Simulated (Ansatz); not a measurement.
CH₇GeN···H₂

```xyz
12

Ge   -1.3839    0.5789   -0.7402
H     0.1170   -1.1327    2.9544
H    -1.1824    1.3332   -2.0777
H    -1.5158    1.6132    0.3890
H    -2.6278   -0.3164   -0.8327
H     0.0062   -1.0560    2.2167
N     0.0354   -0.5092   -0.3067
C     1.3540    0.0898   -0.2255
H     0.0475   -1.3668   -0.8406
H     1.3266    0.9412    0.4606
H     1.7532    0.4518   -1.1844
H     2.0700   -0.6267    0.1872
```

The product side of a reaction path; geometry: PBE0-D4/def2-TZVP.

Method: RKS PBE0-D4/def2-TZVPP in Ansatz.

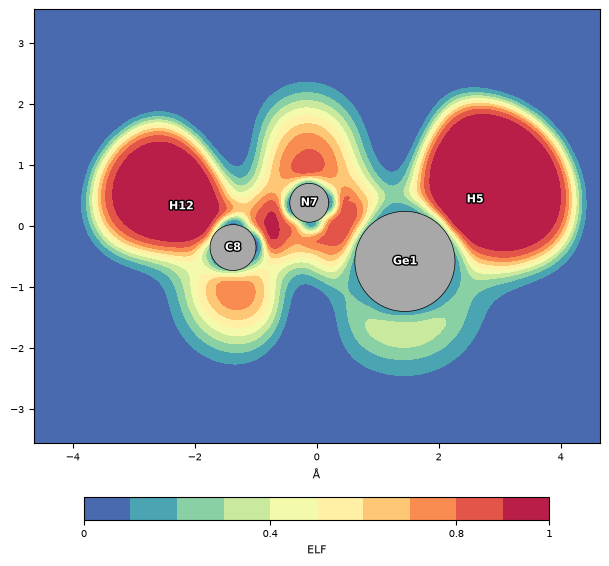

Figure 1. ELF on the plane of atoms H5, Ge1 and N7. Grey discs cover the atomic cores.

### Describe what can be read from this map.

Atoms in the plane: Ge, H, N and C.
C–N (1.45 Å): the ELF peaks at about 0.90 between the atoms; localised, covalent bonding.
Ge–N (1.84 Å): the ELF peaks at about 0.90 in the valence shell of N, 0.6 Å from its nucleus, and is about 0.50 at the midpoint.
C–H (1.09 Å): the ELF climbs to about 1 towards the hydrogen, as it does in any bond to H (an ordinary covalent bond to hydrogen).
Ge–H (1.54 Å): the ELF climbs to about 1 towards the hydrogen.

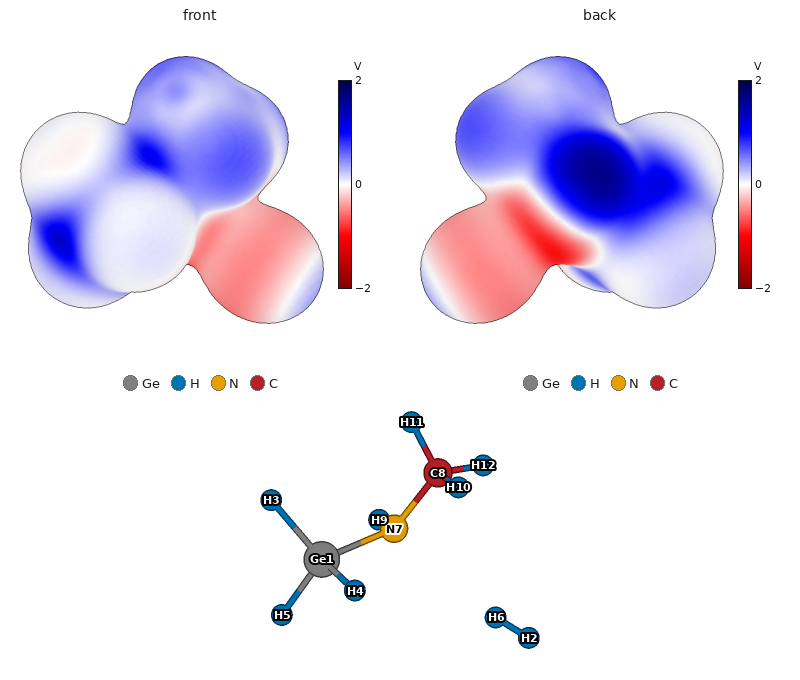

Figure 2. The electrostatic potential painted on the density surface at 0.002 e/bohr³, seen from the front and from behind; the colour scale runs from red (negative) to blue (positive). The bare structure is drawn below in the same view.

### Where is the surface potential most negative and most positive?

The most negative region (about −0.9 V) lies over H6 and N7, the most positive (about +1.6 V) over H9.

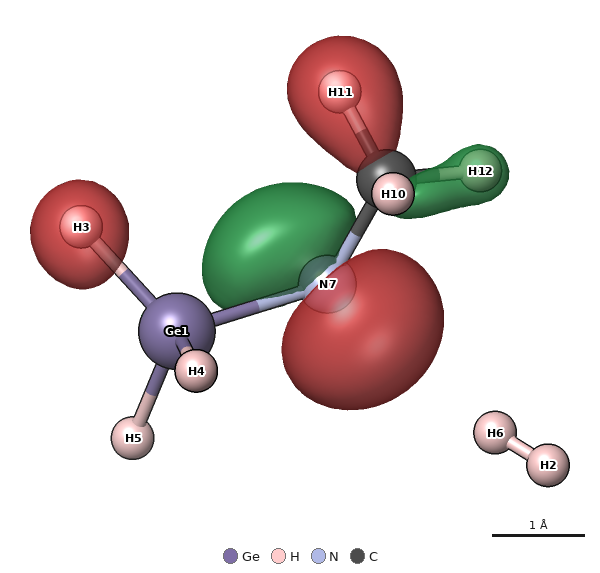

Figure 3. The HOMO at ±0.15 Å⁻³ᐟ² (green and red are the two phases), seen across its widest extent.

### Where does this orbital lie, and at what energy?

By Hirshfeld shares it lies mainly on N7 (about 60 %), Ge1 (about 10 %), C8 (about 10 %) and H11 (about 5 %). Its energy is −6.75 eV.

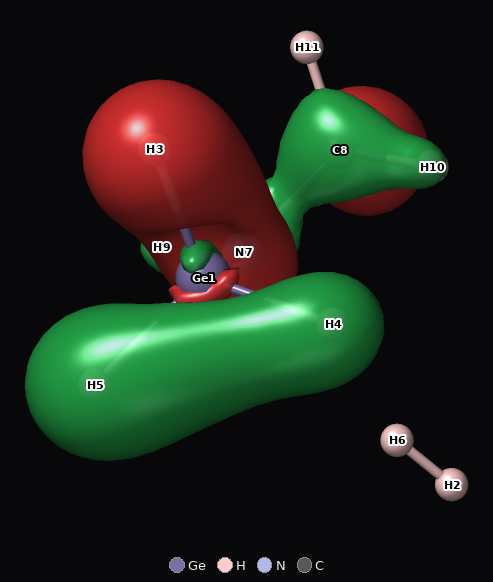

Figure 4. The HOMO−1 at ±0.15 Å⁻³ᐟ² (green and red are the two phases), seen at an oblique angle.

### What is the character of this orbital?

By Hirshfeld shares it lies mainly on Ge1 (about 30 %), H5 (about 15 %), H3 (about 15 %), N7 (about 15 %), C8 (about 10 %) and H4 (about 5 %). Its energy is −9.38 eV.
